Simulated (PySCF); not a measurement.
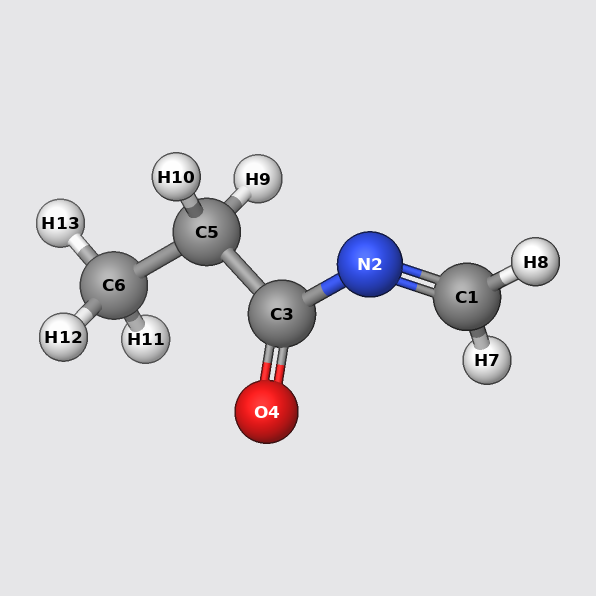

The geometry was computed by an optimisation with PBE0-D3(BJ)/def2-SVP. No frequency run is at hand to confirm it as a minimum. Level of theory: B3LYP/6-31G* indirect spin-spin coupling, non-relativistic, gas phase (PySCF 2.14.0). Isotopes: 13C, 1H, 15N, 17O.

Give the spin–spin coupling constants of these pairs, with the number of bonds between them: C1/N2, N2/C3, N2/O4, N2/H8, N2/C5, N2/C6, N2/H10.

| pair | bonds apart | J (Hz) |
| --- | --- | --- |
| C1, N2 | 1 | −14.0 |
| N2, C3 | 1 | −2.9 |
| N2, O4 | 2 | −0.6 |
| N2, H8 | 2 | −8.0 |
| N2, C5 | 2 | −8.5 |
| N2, C6 | 3 | −1.3 |
| N2, H10 | 3 | −0.8 |
